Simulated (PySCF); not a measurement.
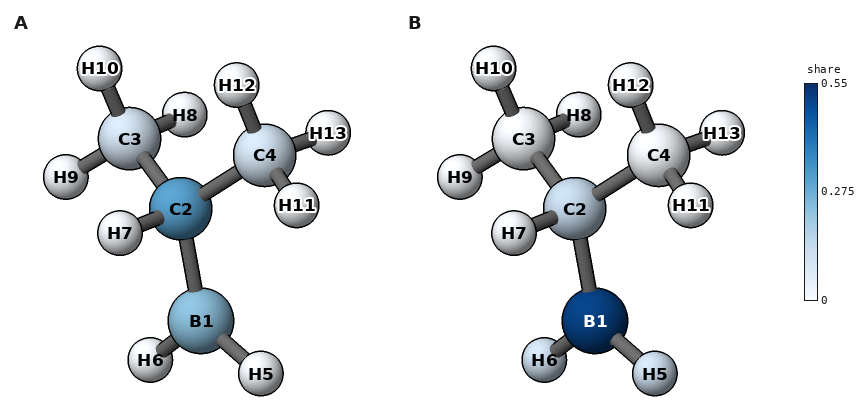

Each panel colours the atoms by their Löwdin share in one orbital (up to four of the largest shares; other atoms are shown as zero). Computed geometry: PBE0-D3(BJ)/def2-SVP optimisation. No frequency run is at hand to confirm it as a minimum. Computed with CAM-B3LYP/def2-SVPD (PySCF 2.14.0).

> The panels show the HOMO, LUMO, in some order. Which is which?

A: HOMO, −9.76 eV; C2 0.30, B1 0.23, C4 0.09, C3 0.09
B: LUMO, −0.09 eV; B1 0.51, C2 0.13, H5 0.10, H6 0.10
